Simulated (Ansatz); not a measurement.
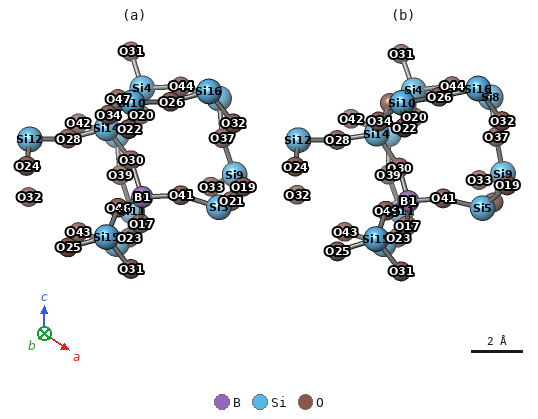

The structure of a defect cell of composition Si15BO32 before (left) and after (right) a relaxation, at one scale.

Style: ball-and-stick. Shown: the atoms within 5.0 Å of the atom that moves most (axes of the cell of the calculation), along the b axis.

Computed with DFT, PBE, plane-wave PAW, default files, scalar-relativistic in Ansatz. Set-up: plane-wave cutoff 420 eV; k-point mesh 3 × 3 × 3; occupations fermi dirac; smearing width 0.01 eV; collinear spin; atoms relaxed in a fixed cell; force threshold 0.03 eV/Å; at most 40 steps.

What changed between the two?

Over 7 geometry steps the energy falls by 1.560 eV per cell of the calculation. The largest force component goes from 3.6 to 0.027 eV/Å. The largest moves, 0.29 Å, are those of O atoms. Largest moves by element: O 0.29 Å, Si 0.23 Å, B 0.20 Å. The cell doesn't change. Near-neighbour distances that change, for instance: B–O 1.604 → 1.463 Å, O–Si 1.604 → 1.636 Å. Bond angles that change, for instance: Si–O–Si 146.6° → 141.8°, Si–O–Si 146.6° → 142.8°, Si–O–Si 146.6° → 149.9°.
